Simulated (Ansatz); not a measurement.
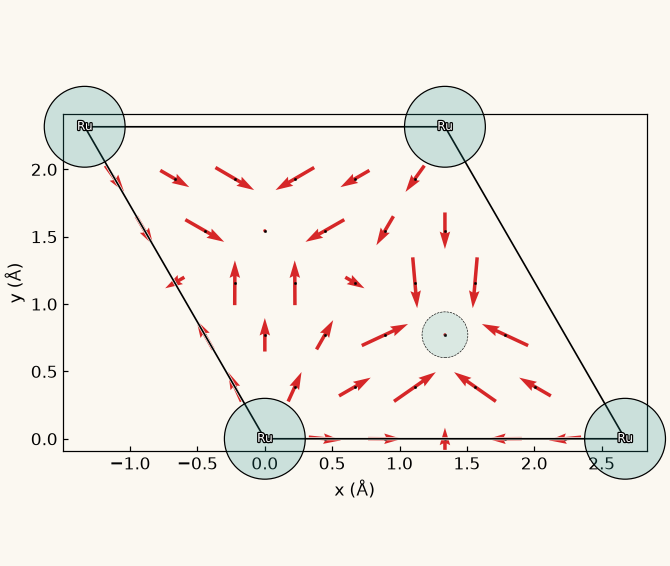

C on a Ru(001) slab cut from the P6_3/mmc phase, its upper half relaxed before the scan (5 atoms of substrate and one adsorbate in a 1 × 1 cell). C is moved over the surface cell; relaxed at each place: the height of the adsorbate's atoms; substrate rigid; the origin of the map has the adsorbate above Ru5. Places are given modulo a cell vector. The map is drawn in real space over the plane of the surface. Grid: 6 × 6 points; 10 points were computed and 26 follow by symmetry. With one adsorbate in each 1 × 1 cell, its nearest image is 2.7 Å away, so neighbouring adsorbates interact. Level of theory: Ansatz, DFT LDA, scalar-relativistic, plane waves, PAW. Settings: cutoff 420 eV, k-mesh 12×12×1, gaussian smearing 0.1 eV, no spin polarisation.

In the figure: dots at the grid points, arrows along the force (downhill), their lengths compressed, labelled circles for the atoms of the top layer and small ones for the second layer, the outline of one cell of the plane.

Q: The arrows alone are given. Where are the wells?

A: The arrows converge at a threefold hollow over a second-layer Ru atom, (4/6, 2/6) of the cell vectors; a threefold hollow, (2/6, 4/6) of the cell vectors (0.45 eV up) (read from the interpolated surface).

The energy map of the same scan:

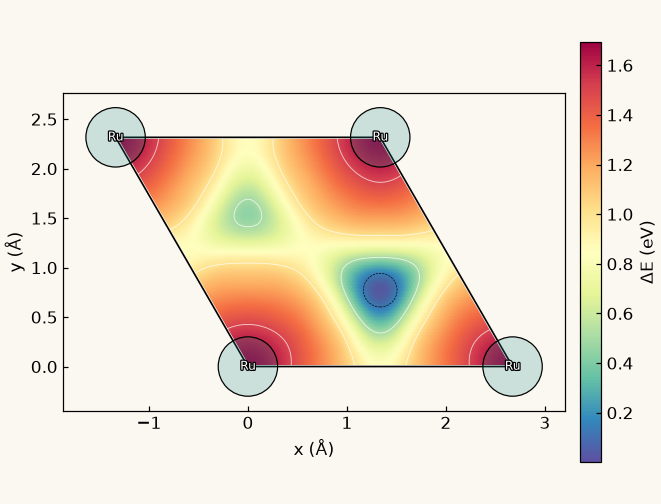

Energies are in eV, from the lowest grid point; between grid points the surface is interpolated.

PAW datasets: the set soft_1.
